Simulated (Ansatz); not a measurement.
## Electronic structure of H₂Si···SiH₄ in real space

```yaml
atoms:
  - { symbol: Si, position_ang: [-0.5828, 0.3399, 0.1492] }
  - { symbol: Si, position_ang: [1.2295, -0.0186, 2.0513] }
  - { symbol: H, position_ang: [0.3306, -0.8174, 2.9179] }
  - { symbol: H, position_ang: [2.6060, -0.6051, 2.1096] }
  - { symbol: H, position_ang: [1.3059, 1.4210, 2.3963] }
  - { symbol: H, position_ang: [1.0424, -0.2935, 0.5077] }
  - { symbol: H, position_ang: [0.2407, 1.0098, -0.9412] }
  - { symbol: H, position_ang: [-0.6501, -1.0361, -0.4968] }
```

Theory: Ansatz, RKS B3LYP-D4/def2-SVP.

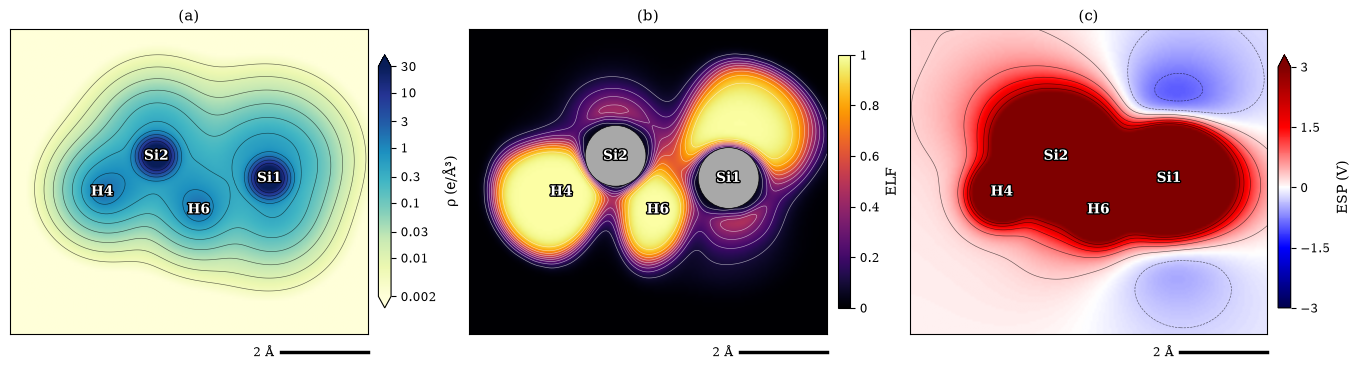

Figure 1. (a) total electron density; (b) ELF; (c) electrostatic potential on the plane of atoms H4, Si2 and H6. Grey discs cover the atomic cores in the ELF map.

What do the fields say about this system?

Answer. The plane passes through Si and H nuclei. Si1···H6 (1.78 Å): the density falls to about 0.35 e/Å³ on the way; the ELF climbs to about 1 towards the hydrogen, as it does in any bond to H. Si–H (1.50 Å): the density is about 0.76 e/Å³ at the midpoint; the ELF climbs to about 1 towards the hydrogen. The ELF also peaks beside Si1, away from the bonds: lone-pair regions. Outside the dense part of the complex the potential is most negative (−1.0 V) near Si1.

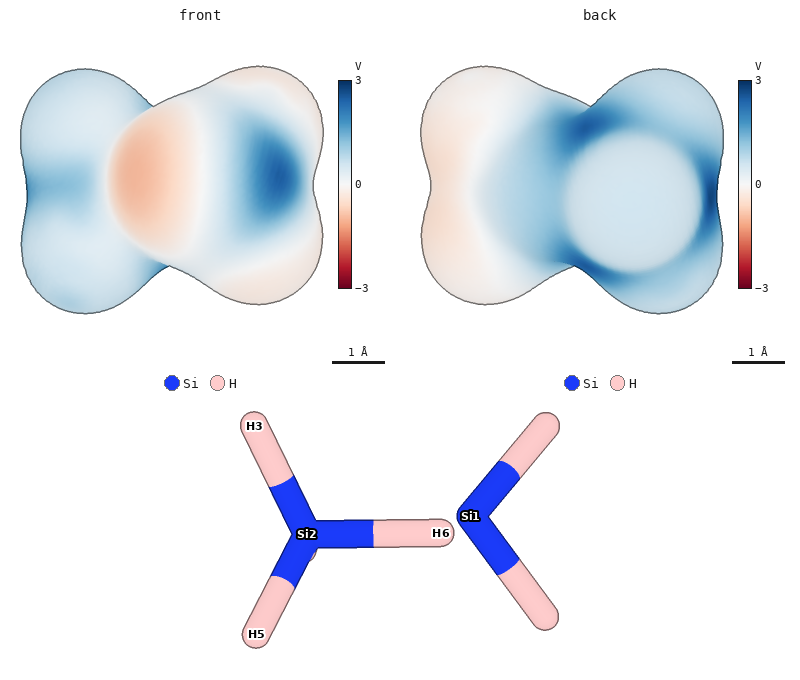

Figure 2. The electrostatic potential painted on the density surface at 0.004 e/bohr³, seen from the front and from behind; red is negative and blue positive. The bare structure is drawn below in the same view.

Where is the surface potential most negative and most positive?

Answer. The most negative region (about −0.9 V) lies over Si1, the most positive (about +2.6 V) over Si2.

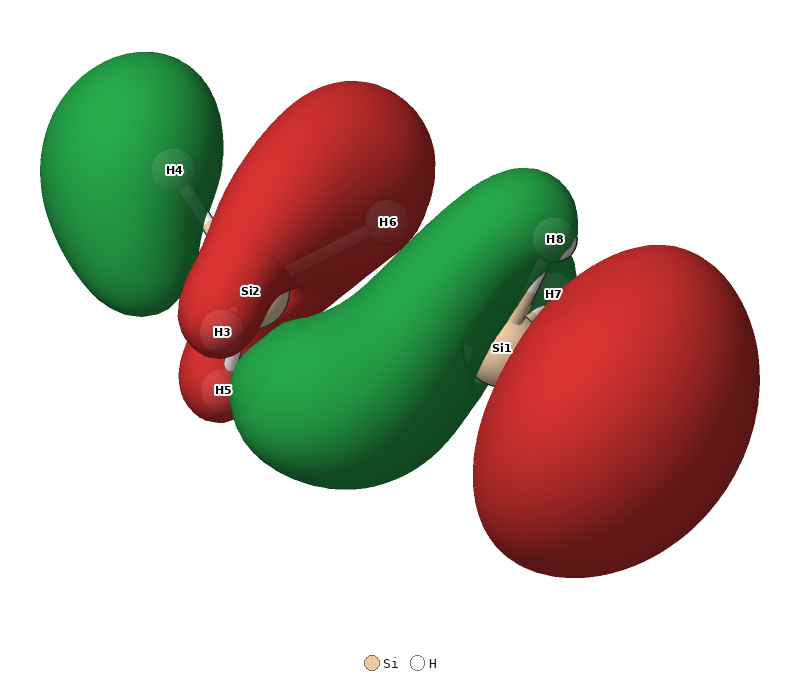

Figure 3. The LUMO at ±0.06 Å⁻³ᐟ² (green and red are the two phases), seen from one side.

Describe this orbital and give its energy.

Answer. By Hirshfeld shares it lies mainly on Si1 (about 60 %), Si2 (about 20 %), H6 (about 5 %) and H4 (about 5 %). Its energy is −1.38 eV.
